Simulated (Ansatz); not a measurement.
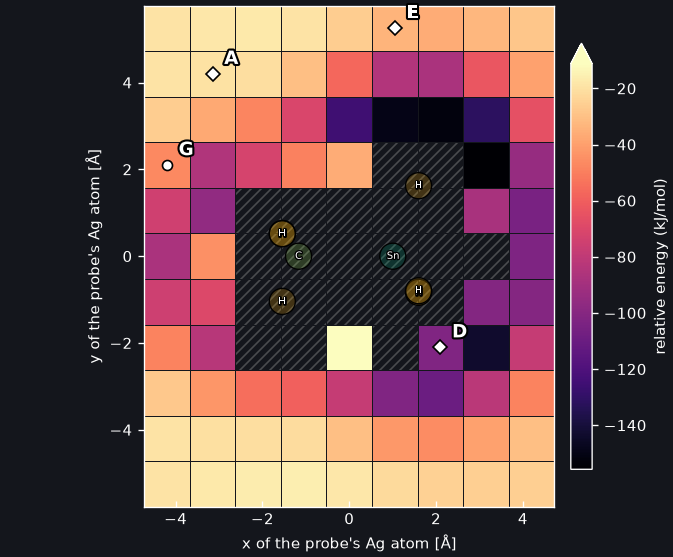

CH₆Sn with the probe Ag+. The probe is moved over the molecule's main plane. Coordinates scanned: (1) x of the probe's Ag atom; (2) y of the probe's Ag atom. Nothing is relaxed (molecule and probe rigid). The scan uses a 9 × 11 grid. At 21 points there is no value (left out of the scan, as a rule where atoms come close). Points are written as (first, second). Energies: kJ/mol, counted from molecule and probe far apart, each relaxed in its own basis (no counterpoise correction). Energies and slopes of some neighbouring points disagree (a jump in structure or state, or too coarse a mesh). Method: Ansatz 0.2.0, RKS PBE-D4/def2-SVP.

In the figure: one coloured cell a grid point, labelled circles for the molecule's atoms, projected on the plane, one colour for all values above the top of the scale, hatched blanks where no value was computed, lettered points.

> Rank the lettered points by energy, lowest first.

D (−102 kJ/mol), G (−47 kJ/mol), E (−34 kJ/mol), A (−20 kJ/mol).
